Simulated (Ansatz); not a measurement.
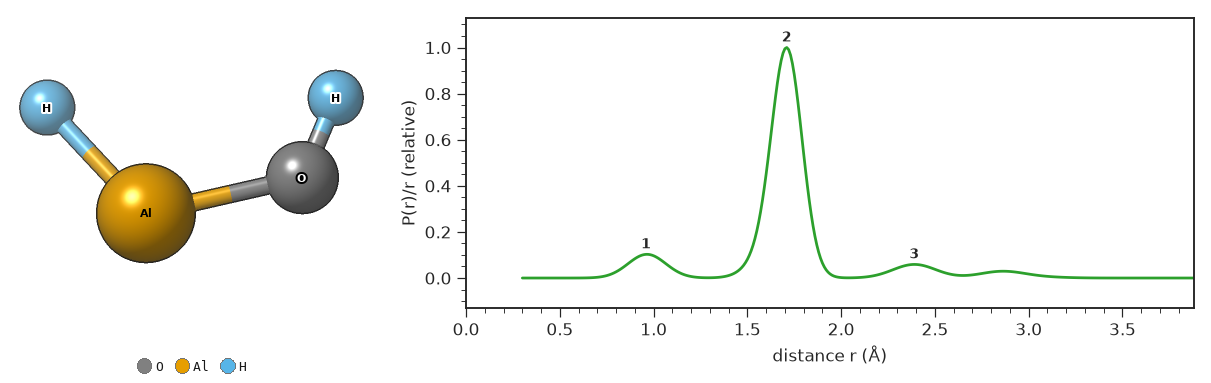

Simulated gas electron diffraction: radial distribution curve of AlH₂O (spin multiplicity 2). Each pair of atoms contributes with weight ZᵢZⱼ/r; damping constant 0.002 Å²; vibrational amplitudes assumed, not computed: 0.05 Å for bonds, 0.078 Å for bonds to H, 0.06 + 0.015 r up to 0.15 Å for other pairs. The geometry is the end point of an optimisation (UKS B3LYP-D4/def2-mTZVP (Ansatz)); it may be a saddle point or a higher isomer. SMILES: [OH][AlH].

Q: Which pairs of atoms lie under the numbered peaks? Mark bonded pairs by – and others by ···.

A: Peak 1, 0.96 Å: O–H 0.96 Å
Peak 2, 1.71 Å: Al–H 1.61 Å, Al–O 1.71 Å, not resolved
Peak 3, 2.39 Å: Al···H 2.39 Å
